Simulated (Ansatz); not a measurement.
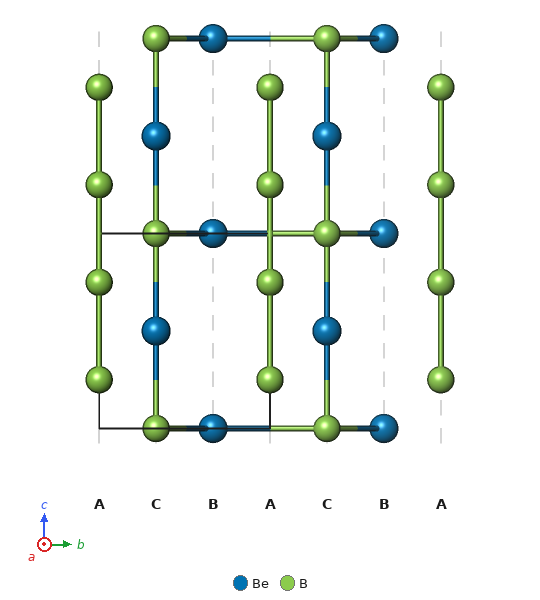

Projection along an edge of the hexagonal mesh, stacking direction c upwards. The dashed lines mark the three columns A (0, 0), B (1/3, 2/3) and C (2/3, 1/3). The sequence starts with the first layer at or above the cell's origin.

The compound is Be2B3 (space group P-6m2, No. 187), taken as the geometry relaxed with Ansatz 0.2.0, DFT PBE, scalar-relativistic, plane waves, PAW; the starting structure was generated, so it need not be a known form of this composition.

Read off the stacking sequence over one period.

Be(B)+B(C) – B(A) – Be(C) – B(A) (four layers in 3.50 Å).
